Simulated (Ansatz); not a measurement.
Base system: BN in the wurtzite structure (space group P6_3mc, No. 186; a = 2.5410 Å, c = 4.2033 Å). Axes: x lies along a and z along c of the hexagonal cell.

The change: tensile biaxial strain of 1.80 % in the plane normal to [001], as in epitaxy on a mismatched substrate; the out-of-plane cell vector and the atoms relax.

Calculations: PBEsol (Ansatz, a first-principles code, PAW, spin-orbit coupling left out).

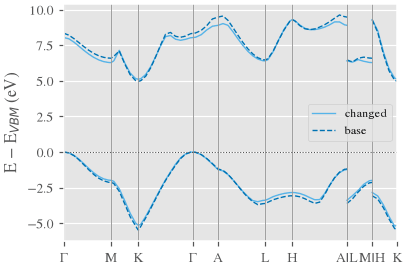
Highest valence and lowest conduction band along the path, each from its own valence-band maximum

**Question.** Read the changed gap and its character from the plot.

**Answer.** About 5.1 eV, indirect, Γ → K.

Whether these cells are dynamically stable was not tested.
